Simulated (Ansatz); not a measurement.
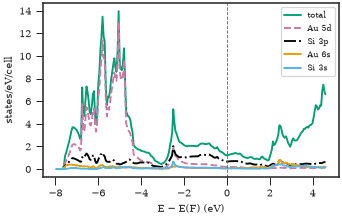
*Total and projected density of states of CaSi$_{2}$Au$_{2}$ in space group I4/mmm (No. 139; Ca on 2a, Si on 4e, Au on 4d), r²SCAN (plane waves, PAW; program Ansatz)*

Task: Which orbitals carry the states next to the Fermi level?

Result: Within 0.5 eV of the Fermi level: Si 3p 53 %, Au 5d 15 %, Si 3s 5 %, Au 6s 5 %, outside the projected shells 19 %. Projections are on Löwdin-orthogonalised atomic valence shells; empty p or d shells of many metals are not among them.

Task: Where is the tallest occupied peak in this window, and what makes it?

Result: Near -5.0 eV, about 14 states/eV per cell; the largest projected share is Au 5d.

The first step of the workflow began from a Materials Project structure, measured or hypothetical; the Crystallography Open Database files this formula in space group No. 139, but the cells were not matched. Whether it is the stable phase at ambient conditions was not checked. The cell was relaxed with r²SCAN under the symmetry of its start; its stability against distortions is not shown here. Spin–orbit coupling is left out wherever it is not named.

Potentials: the later of the program's two PAW sets.
